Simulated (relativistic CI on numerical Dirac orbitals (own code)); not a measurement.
**Tm²⁺: relativistic CI calculation**

Tm²⁺. Computed at this level: Dirac-Coulomb-Breit CI, KLI orbitals optimised for each configuration, model QED (radiative potential, 1s self-energy scaled to tabulated hydrogen-like ionisation energies), valence Slater integrals scaled by 0.8, one configuration in a parametric crystal field (relativistic CI on numerical Dirac orbitals, in-house).

Results in brief:

```tsv
quantity	value
outcome	converged
lowest level	4f¹³ ²F°₇/₂
first excited level	4f¹³ ²F°₅/₂, 8,658 cm⁻¹
levels computed	7
hardware	1 CPU thread, shared host
```

Notes:

Limits: the configuration is the one typed, which at low charge need not be the free ion's ground configuration.

The input:
```
atom Tm  Z=69  charge=2  electrons=67
nucleus A=169  rms_radius_fm=5.2256
hamiltonian dirac-coulomb  breit=on  qed=on  c_scale=1
orbitals kli  potential=per-configuration
slater_scale 0.8
correlation none
mixing on
configurations
  [Xe] 4f13
end
crystal_field C2v B20=-120 B22=-50 B40=40 B42=220 B44=100 B60=10 B62=30 B64=50 B66=60
```

The program writes its results to a structured record and prints no log; tables and figures of this report are taken from that record.

The lowest 2 levels:

| Configuration | Level | E (eV) | LS purity (%) |
| --- | --- | --- | --- |
| 4f¹³ | ²F°₇/₂ | 0 | 100 |
| 4f¹³ | ²F°₅/₂ | 1.073 | 100 |

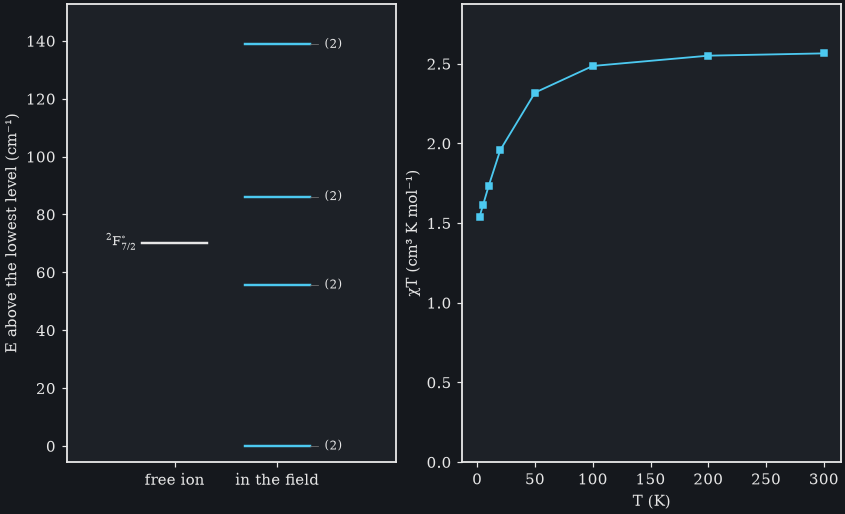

Fig. 1: Tm²⁺ (4f¹³) in a field of C2v symmetry with B20 = −120, B22 = −50, B40 = 40, B42 = 220, B44 = 100, B60 = 10, B62 = 30, B64 = 50, B66 = 60 cm⁻¹ (Wybourne parameters). Labels give the double-group representation and, in brackets, the degeneracy; the lowest 4 of 7 levels are drawn. One open-shell configuration in a parametric field without covalency; powder susceptibility by Van Vleck's formula. The free ion's lowest level is ²F°₇/₂. The ground level is a Kramers doublet, with total spin S = 0.50 and J = 3.50 (from expectation values); its principal g values, for an effective spin of 1/2, are 0.09, 0.51 and 6.88. The next level lies at 56 cm⁻¹. The field lowers the ground state by 70 cm⁻¹ against the free ion. χT is 1.54 cm³ K mol⁻¹ at 2 K, 2.32 at 50 K and 2.57 at 300 K, an effective moment of 4.53 μB at room temperature.
